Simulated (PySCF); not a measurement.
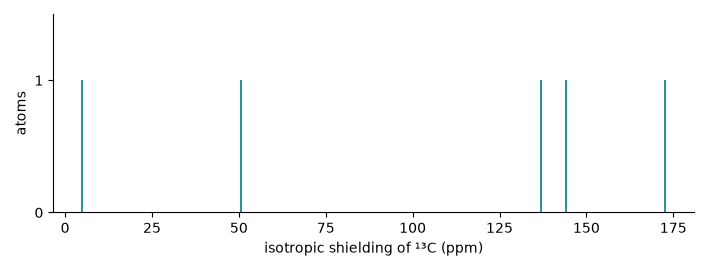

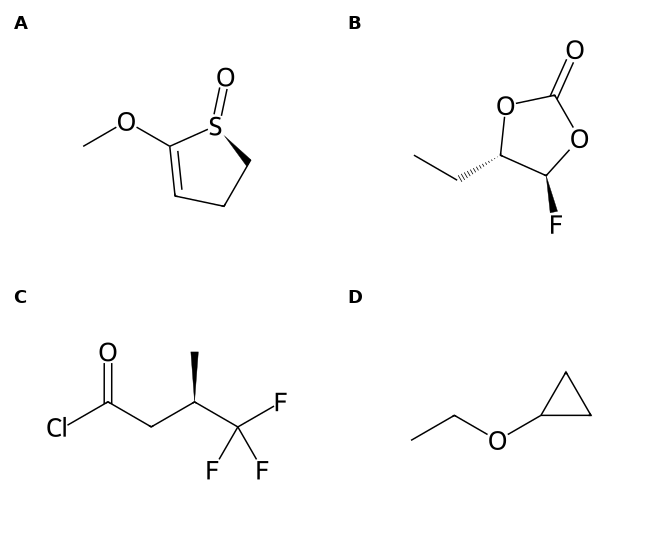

The sticks are computed shieldings of one of the molecules, for one fixed geometry (GFN2-xTB) without averaging over rotations. Low shielding means a high chemical shift. Method: GIAO PBE0/pcSseg-1 NMR shielding, non-relativistic, gas phase (PySCF 2.14.0).

Question: Which molecule gives this pattern?

Answer: C, `C[C@H](CC(=O)Cl)C(F)(F)F`. Its 5 C atoms give lines at 4.9, 50.7, 137.0, 144.0, 172.6 ppm.
